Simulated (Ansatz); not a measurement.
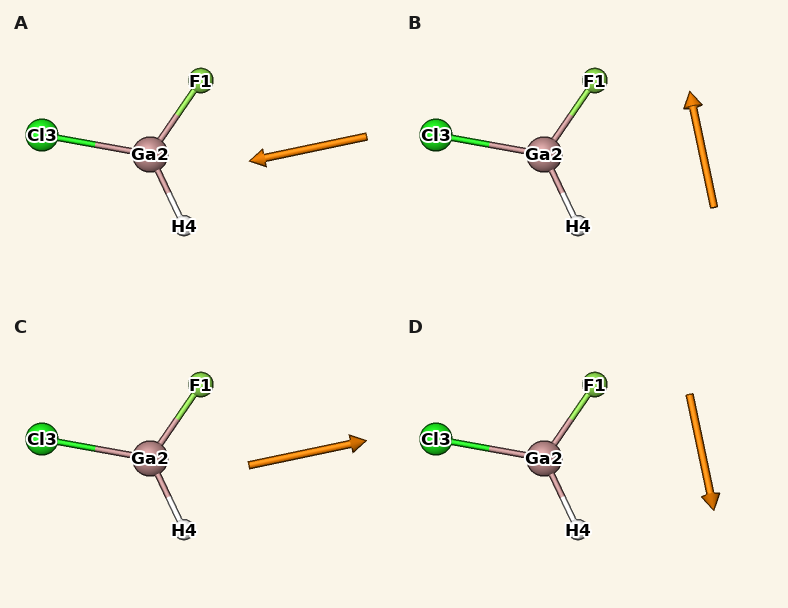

The same molecule four times, each with an arrow. The geometry was computed by an optimisation with PBE-D4/def2-SVP. No frequency run is at hand to confirm it as a minimum. Method: RKS PBE-D4/def2-SVP (Ansatz 0.2.0).

> Which arrow points along the dipole moment, from the negative to the positive end?

D. The dipole moment is 1.94 D; it points from the side of F1 to the side of H4 (the outermost atoms at the two ends).
